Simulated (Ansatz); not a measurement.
## AlH₂Cl₂F: nudged elastic band

System: AlH₂Cl₂F.
Method: RKS revPBE-D4/6-31G* (Ansatz 0.2.0).

It belongs to a series of runs on one base structure; here: band between the two ends. Figures and captions count atoms from 1; the log counts them from 0 in places.

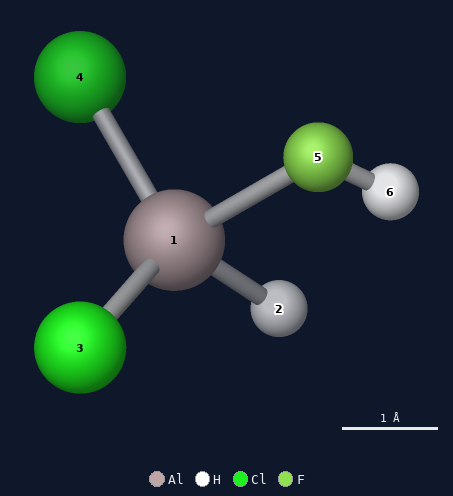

Figure 1. The input geometry (ball-and-stick view, seen at a tilt; atoms are numbered from 1 in the order of the input). Sticks mark near contacts.

The input:
```yaml
crystal:
  periodic: [false, false, false]
  atoms:
    - { symbol: Al, position_ang: [0.010773, 0.034315, 0.065677] }
    - { symbol: H, position_ang: [0.008511, 0.561005, 1.575608] }
    - { symbol: Cl, position_ang: [1.82377, 0.101819, -1.039589] }
    - { symbol: Cl, position_ang: [-1.813908, 0.035781, -1.022313] }
    - { symbol: F, position_ang: [0.04858, -1.901834, 0.774629] }
    - { symbol: H, position_ang: [0.050073, -1.729585, 1.717988] }
basis:
  gaussian: { orbitals: "6-31G*" }
hamiltonian:
  xc: revpbe
  dispersion: d4
neb:
  order_check: false
  images: 9
  f_tol: 0.05
  max_iterations: 60
  final_atoms:
    - { symbol: Al, position_ang: [0.02225702, -0.7229291, -0.36911393] }
    - { symbol: H, position_ang: [0.01659675, 0.20499286, 1.88212604] }
    - { symbol: Cl, position_ang: [1.82018899, 0.25981874, -0.82548439] }
    - { symbol: Cl, position_ang: [-1.81432208, 0.19390166, -0.80844035] }
    - { symbol: F, position_ang: [0.05335132, -2.30413168, 0.15022328] }
    - { symbol: H, position_ang: [0.02972702, -0.53015147, 2.04268934] }
  initial_path:
    images:
      - { positions_ang: [[0.010773, 0.034315, 0.065677], [0.008511, 0.561005, 1.575608], [1.82377, 0.101819, -1.039589], [-1.813908, 0.035781, -1.022313], [0.04858, -1.901834, 0.774629], [0.050073, -1.729585, 1.717988]] }
      - { positions_ang: [[0.00827881, 0.02816373, 0.0535703], [0.00669543, 0.44547395, 1.64349365], [1.84478243, 0.08572277, -1.05384607], [-1.83783614, 0.03049964, -1.03959309], [0.05640508, -1.89932886, 0.7422226], [0.04947339, -1.58903023, 1.72615263]] }
      - { positions_ang: [[0.00578461, 0.02201247, 0.04146359], [0.00487987, 0.32994289, 1.71137929], [1.86579486, 0.06962654, -1.06810315], [-1.86176429, 0.02521828, -1.05687318], [0.06423017, -1.89682372, 0.7098162], [0.04887378, -1.44847546, 1.73431726]] }
      - { positions_ang: [[0.00329042, 0.0158612, 0.02935689], [0.0030643, 0.21441184, 1.77926494], [1.88680729, 0.05353031, -1.08236022], [-1.88569243, 0.01993692, -1.07415328], [0.07205525, -1.89431858, 0.67740979], [0.04827417, -1.30792069, 1.74248188]] }
      - { positions_ang: [[0.00079623, 0.00970993, 0.01725018], [0.00124874, 0.09888079, 1.84715058], [1.90781972, 0.03743408, -1.0966173], [-1.90962058, 0.01465556, -1.09143337], [0.07988034, -1.89181343, 0.64500339], [0.04767456, -1.16736592, 1.75064651]] }
      - { positions_ang: [[-0.00169796, 0.00355866, 0.00514348], [-0.00056683, -0.01665027, 1.91503623], [1.92883214, 0.02133785, -1.11087437], [-1.93354872, 0.00937419, -1.10871346], [0.08770542, -1.88930829, 0.61259699], [0.04707494, -1.02681115, 1.75881114]] }
      - { positions_ang: [[0.00309303, -0.14173889, -0.069708], [0.00286589, 0.02767836, 1.90845419], [1.90710351, 0.06903403, -1.05379638], [-1.90970339, 0.04627969, -1.04865884], [0.0808346, -1.97227297, 0.52012225], [0.04360536, -0.92747921, 1.81558678]] }
      - { positions_ang: [[0.00788403, -0.28703644, -0.14455948], [0.0062986, 0.07200698, 1.90187215], [1.88537488, 0.1167302, -0.99671838], [-1.88585807, 0.08318518, -0.98860421], [0.07396378, -2.05523765, 0.4276475], [0.04013577, -0.82814728, 1.87236242]] }
      - { positions_ang: [[0.01267502, -0.432334, -0.21941097], [0.00973132, 0.11633561, 1.89529012], [1.86364625, 0.16442638, -0.93964039], [-1.86201274, 0.12009068, -0.92854959], [0.06709296, -2.13820232, 0.33517276], [0.03666619, -0.72881534, 1.92913806]] }
      - { positions_ang: [[0.01746602, -0.57763155, -0.29426245], [0.01316403, 0.16066423, 1.88870808], [1.84191762, 0.21212256, -0.88256239], [-1.83816741, 0.15699617, -0.86849497], [0.06022214, -2.221167, 0.24269802], [0.0331966, -0.62948341, 1.9859137]] }
      - { positions_ang: [[0.02225702, -0.7229291, -0.36911393], [0.01659675, 0.20499286, 1.88212604], [1.82018899, 0.25981874, -0.82548439], [-1.81432208, 0.19390166, -0.80844035], [0.05335132, -2.30413168, 0.15022328], [0.02972702, -0.53015147, 2.04268934]] }
```

Hardware: 1 thread of AMD EPYC (Zen 3), 192 GiB of memory available, shared host.

Launched with:
```bash
ansatz run input.yaml --threads 1 --pin off --max-ram 2048MiB --backend cpu --events-out ev --progress --plain --runs-dir out
```

Log:
```
Engine: ansatz 0.2.0, x86_64-unknown-linux-gnu
Functional definition: revPBE
  parameter kappa = 1.245
  parameter beta = 0.06672455060314922
  exchange = pbe_x(kappa = kappa, mu = beta*pi^2/3)
  correlation = pbe_c(beta = beta)
878 factors; their error is unknown
mean field evaluation 1: about -34385.1240 eV, gradient 2.8e1 eV
mean field evaluation 2: about -34383.9467 eV, gradient 4.0e1 eV
mean field evaluation 4: about -34386.9341 eV, gradient 1.0e0 eV
mean field evaluation 8: about -34386.9077 eV, gradient 1.2e-2 eV
mean field -34386.90772557 eV, -1263.6955506314 hartree, gradient 3.7e-5 eV, S^2 0.000000; 0 other end points of the search recorded, 0 dependent functions left out
the calculation of the forces begins
reference -34386.90777717 eV, -1263.6955525277 hartree; 29, 29 occupied and 47, 47 virtual orbitals, 878 factors
878 factors; their error is unknown
mean field evaluation 16: about -34374.1087 eV, gradient 9.3e1 eV
mean field -34388.17797358 eV, -1263.7422313848 hartree, gradient 1.5e-5 eV, S^2 0.000000; 0 other end points of the search recorded, 0 dependent functions left out
[... from here on the field's lines of each further geometry are left out, up to the last ...]
NEB iter   1: max|band force component| = 3.409e0 eV/Å  barrier→ = 0.9141 eV  barrier← = 2.2025 eV  Δτ_max = 0.2000 Å  (269 SCF iters)
NEB iter   2: max|band force component| = 2.153e0 eV/Å  barrier→ = 0.2031 eV  barrier← = 1.4915 eV  Δτ_max = 0.1630 Å  (268 SCF iters)
NEB iter   3: max|band force component| = 3.260e0 eV/Å  barrier→ = 0.1114 eV  barrier← = 1.3998 eV  Δτ_max = 0.0815 Å  (238 SCF iters)
NEB iter   4: max|band force component| = 3.277e-1 eV/Å  barrier→ = 0.0725 eV  barrier← = 1.3609 eV  CI = image 3  Δτ_max = 0.0548 Å  (237 SCF iters)
NEB iter   5: max|band force component| = 2.723e-1 eV/Å  barrier→ = 0.0734 eV  barrier← = 1.3618 eV  CI = image 3  Δτ_max = 0.0581 Å  (235 SCF iters)
NEB iter   6: max|band force component| = 3.965e-1 eV/Å  barrier→ = 0.0744 eV  barrier← = 1.3628 eV  CI = image 3  Δτ_max = 0.0182 Å  (236 SCF iters)
NEB iter   7: max|band force component| = 2.263e-1 eV/Å  barrier→ = 0.0745 eV  barrier← = 1.3629 eV  CI = image 3  Δτ_max = 0.0132 Å  (232 SCF iters)
the calculation of the forces begins
reference -34388.16240181 eV, -1263.7416591327 hartree; 29, 29 occupied and 47, 47 virtual orbitals, 878 factors
878 factors; their error is unknown
mean field -34386.82660393 eV, -1263.6925694664 hartree, gradient 2.2e-5 eV, S^2 0.000000; 1 other end points of the search recorded, 0 dependent functions left out
the calculation of the forces begins
reference -34386.82665659 eV, -1263.6925714014 hartree; 29, 29 occupied and 47, 47 virtual orbitals, 878 factors
NEB iter   8: max|band force component| = 3.901e-2 eV/Å  barrier→ = 0.0744 eV  barrier← = 1.3628 eV  CI = image 3  Δτ_max = 0.0000 Å  (421 SCF iters)
```

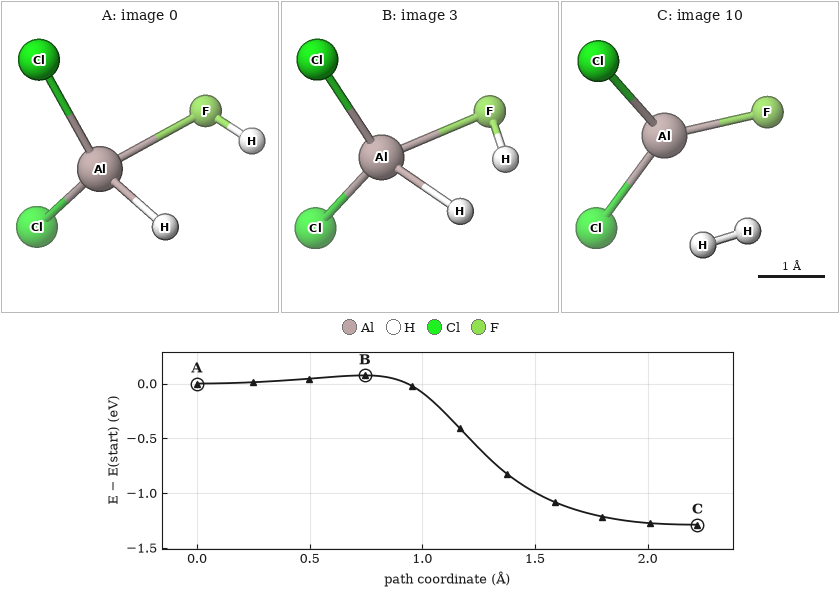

Figure 2. Images of the last band (counted from 0; ball-and-stick, seen at a tilt) above the energy along the path; the line is a cubic interpolation that uses the forces. The highest image is number 3, 0.074 eV above the start and 1.363 eV above the end (the climbing image); the end lies 1.288 eV below the start. The path is 2.22 Å long. The band converged in 8 iterations.

```
Total energy: -34387.16245100 eV, -1263.7049116184 hartree
Atom 0 at     0.015768    -0.175299    -0.007786 Å, force    -0.012098    -0.004700    -0.006266 eV/Å
Atom 1 at     0.016200     0.137836     1.637379 Å, force     0.002826     0.004652     0.005897 eV/Å
Atom 2 at     1.838935     0.161704    -1.010003 Å, force     0.003563    -0.000223    -0.000309 eV/Å
Atom 3 at    -1.829847     0.096417    -0.989689 Å, force     0.002913     0.000503    -0.001040 eV/Å
Atom 4 at     0.048479    -1.926900     0.839193 Å, force     0.001817     0.003548    -0.006243 eV/Å
Atom 5 at     0.038263    -1.192256     1.602906 Å, force     0.000980    -0.003780     0.007961 eV/Å
Dipole moment:     0.007076    -0.173088     0.473864 e Å
this run last wrote the band of iteration 8 to [file]
```

The last band as extended XYZ (Å, eV, eV/Å):
```
6
Properties=species:S:1:pos:R:3:forces:R:3 image=0 energy=-34387.23684
Al    0.0108    0.0343    0.0657   -0.0004  -0.0013   0.0007
H     0.0085    0.5610    1.5756   -0.0001   0.0006   0.0004
Cl    1.8238    0.1018   -1.0396    0.0004  -0.0001   0.0001
Cl   -1.8139    0.0358   -1.0223   -0.0004   0.0004   0.0000
F     0.0486   -1.9018    0.7746    0.0005  -0.0010   0.0007
H     0.0501   -1.7296    1.7180   -0.0001   0.0015  -0.0020
6
Properties=species:S:1:pos:R:3:forces:R:3 image=1 energy=-34387.22499
Al    0.0120   -0.0198    0.0433   -0.0014   0.0289   0.0062
H     0.0113    0.4087    1.5959   -0.0004   0.0524  -0.0064
Cl    1.8285    0.1247   -1.0404   -0.0032  -0.0078  -0.0036
Cl   -1.8192    0.0586   -1.0223    0.0033  -0.0073  -0.0046
F     0.0493   -1.9201    0.8005    0.0001   0.0018  -0.0088
H     0.0458   -1.5506    1.6949    0.0017  -0.0680   0.0172
6
Properties=species:S:1:pos:R:3:forces:R:3 image=2 energy=-34387.19297
Al    0.0139   -0.0858    0.0201   -0.0094   0.0573   0.0099
H     0.0138    0.2678    1.6134    0.0007   0.0812  -0.0112
Cl    1.8351    0.1440   -1.0286   -0.0014  -0.0114  -0.0109
Cl   -1.8259    0.0782   -1.0093    0.0066  -0.0108  -0.0110
F     0.0492   -1.9316    0.8295    0.0009  -0.0054  -0.0105
H     0.0418   -1.3711    1.6469    0.0027  -0.1109   0.0337
6
Properties=species:S:1:pos:R:3:forces:R:3 image=3 energy=-34387.16240
Al    0.0158   -0.1753   -0.0078   -0.0121  -0.0047  -0.0063
H     0.0162    0.1378    1.6374    0.0028   0.0047   0.0059
Cl    1.8389    0.1617   -1.0100    0.0036  -0.0002  -0.0003
Cl   -1.8298    0.0964   -0.9897    0.0029   0.0005  -0.0010
F     0.0485   -1.9269    0.8392    0.0018   0.0035  -0.0062
H     0.0383   -1.1923    1.6029    0.0010  -0.0038   0.0080
6
Properties=species:S:1:pos:R:3:forces:R:3 image=4 energy=-34387.26021
Al    0.0165   -0.2682   -0.0357    0.0113  -0.5141  -0.1387
H     0.0184    0.0550    1.6736    0.0061  -0.4499   0.1858
Cl    1.8365    0.1727   -0.9964   -0.0182   0.0604   0.0732
Cl   -1.8271    0.1106   -0.9770    0.0122   0.0623   0.0688
F     0.0484   -1.9301    0.7918   -0.0027  -0.0117  -0.2796
H     0.0352   -1.0385    1.6157   -0.0089   0.8530   0.0905
6
Properties=species:S:1:pos:R:3:forces:R:3 image=5 energy=-34387.64540
Al    0.0181   -0.3648   -0.0714    0.0079  -0.9996  -0.4129
H     0.0191    0.0050    1.7133    0.0085  -0.5115   0.3999
Cl    1.8334    0.1851   -0.9811   -0.0443   0.1258   0.1495
Cl   -1.8232    0.1264   -0.9634    0.0477   0.1252   0.1510
F     0.0475   -1.9550    0.7154    0.0006  -0.2735  -0.7956
H     0.0330   -0.8953    1.6592   -0.0204   1.5336   0.5081
6
Properties=species:S:1:pos:R:3:forces:R:3 image=6 energy=-34388.06317
Al    0.0196   -0.4654   -0.1292    0.0013  -0.7828  -0.4690
H     0.0184    0.0012    1.7621    0.0004   0.0661   0.3405
Cl    1.8287    0.2134   -0.9561   -0.0342   0.1243   0.1491
Cl   -1.8193    0.1538   -0.9388    0.0408   0.1217   0.1520
F     0.0486   -2.0074    0.6153    0.0039  -0.3882  -0.6683
H     0.0317   -0.7941    1.7187   -0.0121   0.8589   0.4957
6
Properties=species:S:1:pos:R:3:forces:R:3 image=7 energy=-34388.31883
Al    0.0209   -0.5553   -0.2000    0.0001  -0.3888  -0.2971
H     0.0178    0.0387    1.8058   -0.0033   0.2082   0.1633
Cl    1.8234    0.2432   -0.9248   -0.0196   0.0700   0.1050
Cl   -1.8149    0.1815   -0.9076    0.0229   0.0684   0.1056
F     0.0502   -2.0811    0.5123    0.0035  -0.2912  -0.3700
H     0.0304   -0.7256    1.7863   -0.0036   0.3333   0.2932
6
Properties=species:S:1:pos:R:3:forces:R:3 image=8 energy=-34388.45132
Al    0.0217   -0.6265   -0.2746    0.0002  -0.1641  -0.1565
H     0.0170    0.0879    1.8461   -0.0017   0.1128   0.0759
Cl    1.8194    0.2634   -0.8948   -0.0062   0.0221   0.0525
Cl   -1.8119    0.2005   -0.8772    0.0076   0.0213   0.0521
F     0.0516   -2.1559    0.4027    0.0015  -0.1451  -0.2000
H     0.0300   -0.6679    1.8699   -0.0013   0.1531   0.1760
6
Properties=species:S:1:pos:R:3:forces:R:3 image=9 energy=-34388.51114
Al    0.0223   -0.6802   -0.3312    0.0001  -0.0459  -0.0415
H     0.0155    0.1446    1.8728   -0.0002   0.0288   0.0192
Cl    1.8179    0.2680   -0.8644   -0.0003   0.0007   0.0206
Cl   -1.8109    0.2041   -0.8459    0.0007   0.0001   0.0199
F     0.0530   -2.2311    0.2805    0.0002  -0.0493  -0.0811
H     0.0300   -0.6038    1.9602   -0.0005   0.0657   0.0630
6
Properties=species:S:1:pos:R:3:forces:R:3 image=10 energy=-34388.52522
Al    0.0223   -0.7229   -0.3691    0.0000   0.0004  -0.0005
H     0.0166    0.2050    1.8821    0.0001  -0.0131  -0.0052
Cl    1.8202    0.2598   -0.8255   -0.0024   0.0005   0.0022
Cl   -1.8143    0.1939   -0.8084    0.0024   0.0006   0.0021
F     0.0534   -2.3041    0.1502    0.0000  -0.0023  -0.0014
H     0.0297   -0.5302    2.0427   -0.0001   0.0137   0.0027
```

Summary:

| quantity | value |
| --- | --- |
| outcome | converged |
| barrier, forward | 0.074 eV |
| barrier, backward | 1.363 eV |
| wall time | 2.4 min |
| peak memory | 0.18 GiB |

Notes:

The order of the saddle point was not checked.
